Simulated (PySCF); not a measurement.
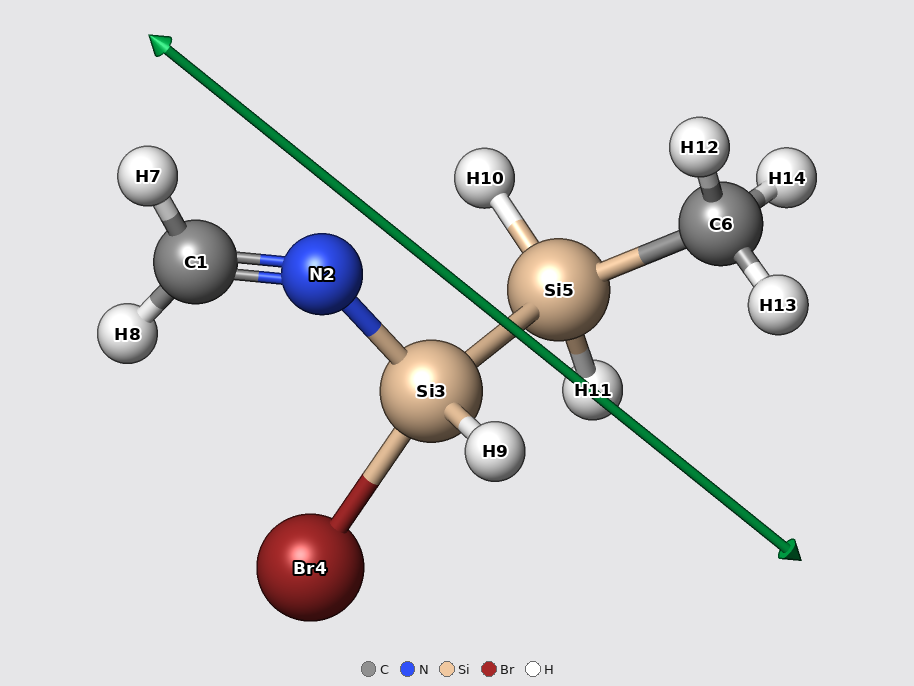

The double arrow shows the direction of the transition dipole to excited singlet state 3 (its length means nothing). Computed geometry: GFN2-xTB optimisation. No frequency run is at hand to confirm it as a minimum. Method: TDDFT PBE0/def2-SVPD, vertical, gas phase, core orbitals frozen in the response (PySCF 2.14.0).

### How is the transition polarised?

Nearly parallel to the N2–Si3 bond.

### Where does the transition lie, and how strong is it?

5.78 eV (214 nm), oscillator strength 0.064, mainly HOMO → LUMO+1 (weight 0.63); transition dipole 1.71 D.

The geometry is semi-empirical. Around Br, Si such bond lengths and angles can be off by a tenth of an ångström or more and by several degrees, and values that hang on the shape move with them.
